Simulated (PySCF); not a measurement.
## CClFGeN: single-point calculation

System: CClFGeN, multiplicity 2.
Method: CAM-B3LYP/cc-pVDZ, UKS (PySCF 2.14.0).

The geometry comes from this level: PBE0-D4/def2-TZVP.

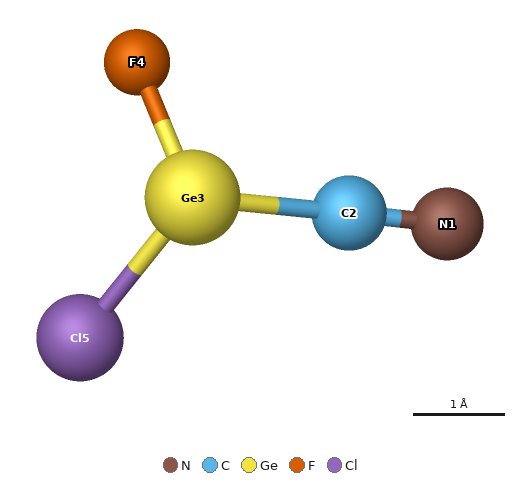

**Figure 1.** The input geometry (ball-and-stick view, seen at an oblique angle; atoms are numbered from 1 in the order of the input). Sticks mark near contacts.

### Results in brief

```csv
quantity,value
outcome,converged
total energy,−2729.967128 hartree
basis functions,87
⟨S²⟩,0.753
dipole moment,2.56 D
hardware,"1 thread of Arm Neoverse V1, 112 GiB of memory available, shared host"
wall time,79 s
peak memory,0.48 GiB
```

### Input (input.py)
```python
from pyscf import gto, dft

mol = gto.M(
    atom='''
N        1.169800      -1.332900       1.557000
C        0.647700      -0.755000       0.707300
Ge      -0.063200       0.127200      -0.853400
F       -1.722100      -0.343000      -0.913400
Cl       0.017500       2.230100      -0.539000
''',
    basis='cc-pvdz',
    max_memory=1860,
    verbose=3,
    spin=1,
)

mf = dft.UKS(mol)
mf.xc = 'cam-b3lyp'
mf.conv_tol = 1e-10
mf.grids.level = 5
mf.kernel()
if not mf.converged:
    mf = mf.newton().run(mf.mo_coeff, mf.mo_occ)

energy = mf.e_tot
print('Final energy', energy)
```

Command:
```bash
OMP_NUM_THREADS=1 python input.py
```

### Log
```
[file] SyntaxWarning: invalid escape sequence '\W'
  S = {(paw_set(r)[0], bool(re.search(r"spin_orbit\W+true|paw_fr", str((r.get("files") or {}).get("input") or "")) or re.search("(?i)spin.orbit\W+(value\W+)?(true|yes)|value\W+spin-orbit", json.dumps(r.get("inputs"), default=str)))) for r in records}

WARN: HOMO -0.210082992251397 >= LUMO -0.210082992251396

converged SCF energy = -2729.96712819993  <S^2> = 0.75303917  2S+1 = 2.0030369
Final energy -2729.967128199932
```
